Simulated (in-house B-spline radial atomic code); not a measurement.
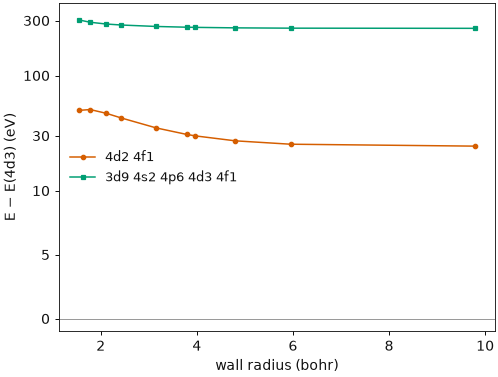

Mo³⁺ (Z = 42, 39 electrons) in the configuration [Kr] 4d3 (open shells shared over both j by 2j + 1). It is put inside a hard spherical wall of varying radius. All numbers are computed, not measured: Dirac-Coulomb LDA (Slater, VWN5), spherical fractional occupations, Fermi nucleus, hard spherical wall, basis-set limit (an in-house B-spline radial code). The plot shows the energy of other fillings against the starting one at the same radius, on a scale that is linear within ±10 eV and logarithmic beyond.

> Which of the fillings is lower at each radius?

Against 4d3: 4d2 4f1 lies 24.4 eV above it at 9.79 bohr and never crosses it, ending at 49.8 eV at 1.54 bohr; 3d9 4s2 4p6 4d3 4f1 lies 257.1 eV above it at 9.79 bohr and never crosses it, ending at 304.5 eV at 1.54 bohr. At the tightest wall the lowest of the fillings run is 4d3; others weren't tried.
